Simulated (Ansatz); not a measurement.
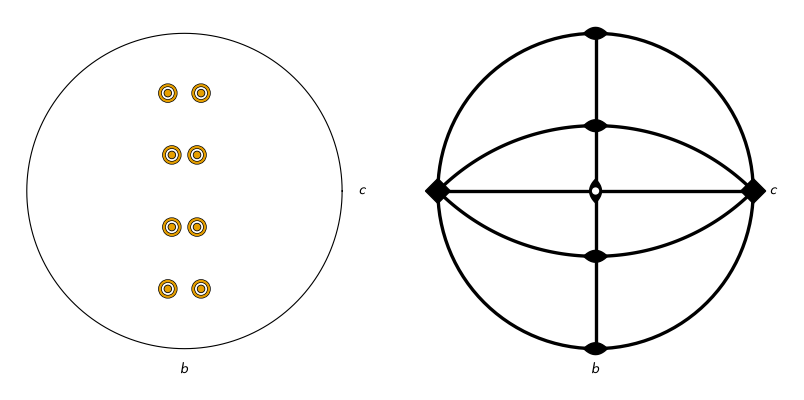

Stereographic projection: filled dots lie in the upper hemisphere, open rings in the lower; heavy lines are mirror planes (a heavy rim: a mirror in the plane of the page); lens, triangle, square and hexagon are 2-, 3-, 4- and 6-fold axes, a lens in an open square is −4, a triangle in an open hexagon −6; thin dashed diameters join the ends of axes that lie in the page; a small open circle marks inversion. The a axis points at the viewer. Left: one general form; right: the symmetry elements. Computed from the symmetry operations of a computed or model structure of composition Al5O3, which need not be its known form.

Question: Name the crystal class.

Answer: 4/mmm (D4h), order 16, tetragonal system: one fourfold axis, four twofold axes, five mirror planes, an inversion centre.

Question: Can such a crystal be piezoelectric, pyroelectric or chiral?

Answer: It is centrosymmetric, so neither piezoelectric nor pyroelectric; it is not chiral.
